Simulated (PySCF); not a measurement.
Input file:

```
{"job": {"kind": "nmr", "xc": "PBE0", "basis": "pcSseg-1"}, "charge": 0, "multiplicity": 1}
C      3.388363     0.059928    -0.015078
C      1.905747     0.112614    -0.125849
P      0.880765    -0.638921     0.968169
C     -0.745230    -0.221196     0.311752
C     -1.919532    -0.628680     0.889400
C     -3.067218    -0.184712     0.205476
C     -2.760692     0.558618    -0.889077
S     -1.069160     0.734232    -1.110131
H      3.819184    -0.389483    -0.911443
H      3.698847    -0.518438     0.852320
H      3.797793     1.068123     0.068121
H      1.512986     0.672496    -0.966723
H     -1.947477    -1.230970     1.780438
H     -4.073740    -0.407608     0.512052
H     -3.425051     1.021985    -1.591340
```

Run with:

```sh
OMP_NUM_THREADS=1 python probes_run.py task.json out
```

Geometry: GFN2-xTB.

The calculation used PBE0/pcSseg-1, SCF density, gas phase, non-relativistic (PySCF).

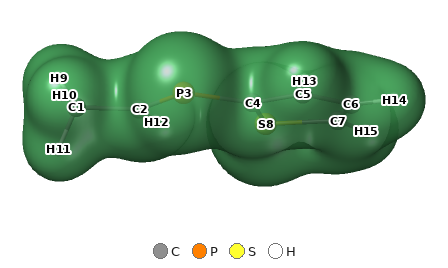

C$_{6}$H$_{7}$PS (SMILES C/C=P/c1cccs1). Isosurface of the total electron density at 0.1 e/Å³ (green), seen from one side.

How is the density connected at this value?

Answer. At this value the surface is in one piece. It bridges the sampled C–C (1.36 Å), C–P (1.68 Å), C–S (1.71 Å) and C–H (1.07 Å) contacts, where the density stays above the isovalue. On the grid the lowest density along these lines, outside the cores, is 2.2 e/Å³ (C–C, 1.36 Å), 1.2 e/Å³ (C–P, 1.68 Å), 1.5 e/Å³ (C–S, 1.71 Å) and 1.9 e/Å³ (C–H, 1.07 Å).
